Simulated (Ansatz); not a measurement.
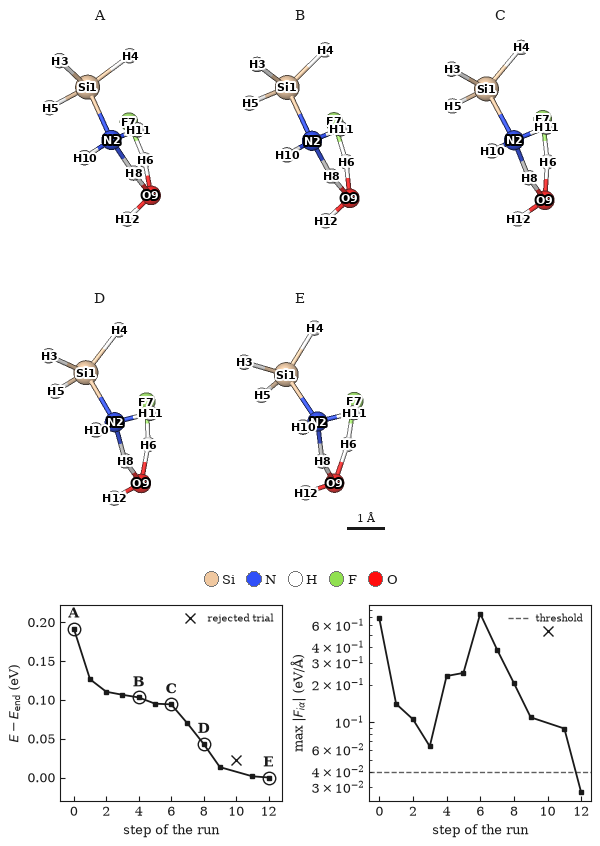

Frames of a constrained relaxation of SiNH$_{8}$OF, marked on the history of the run. Style: ball-and-stick. Shown from a free direction.

The reaction that was planned forms Si1–F7, H6–O9, N2–H8 and breaks Si1–N2, H6–F7, H8–O9 (atoms numbered from 1 in input order).

Method: RKS PBE0-D4/def2-SVP in Ansatz 0.2.0. (held fixed: the distance between atoms 1 (Si) and 7 (F), the distance between atoms 6 (H) and 9 (O), the distance between atoms 2 (N) and 8 (H), the distance between atoms 1 (Si) and 2 (N), the distance between atoms 6 (H) and 7 (F), the distance between atoms 8 (H) and 9 (O), counting from 1; force threshold 0.04 eV/Å; at most 150 steps)

> What happens along the run?

The atom that moves furthest after the best rigid fit is F7 (0.88 Å). Largest moves by element: F 0.88 Å, H 0.77 Å, O 0.47 Å, N 0.17 Å, Si 0.13 Å. Some distances before and after: Si1–H5 1.453 → 1.487 Å, Si1–H4 1.448 → 1.482 Å, Si1–H3 1.488 → 1.509 Å, N2–H10 1.011 → 1.019 Å. Among the angles between lasting bonds that change: H4–Si1–H5 131.7° → 117.6°, N2–Si1–H4 106.3° → 114.5°, N2–Si1–H5 104.5° → 112.5°. Groups turn about Si1–N2 by about 50°. After 11 accepted moves (12 points after the start) the energy has fallen by 0.192 eV. The largest force component goes from 0.68 to 0.027 eV/Å. The line search rejected the trial step at point 10 of the run. Cost: 18 s on 4 threads of Arm Neoverse V2, on a shared host. From step 0 to 4: H4 moves most (0.20 Å), energy −0.089 eV. From step 4 to 6: F7 moves most (0.28 Å), energy −0.009 eV. From step 6 to 8: H11 moves most (0.21 Å), energy −0.051 eV. From step 8 to 12: F7 moves most (0.29 Å), energy −0.043 eV.
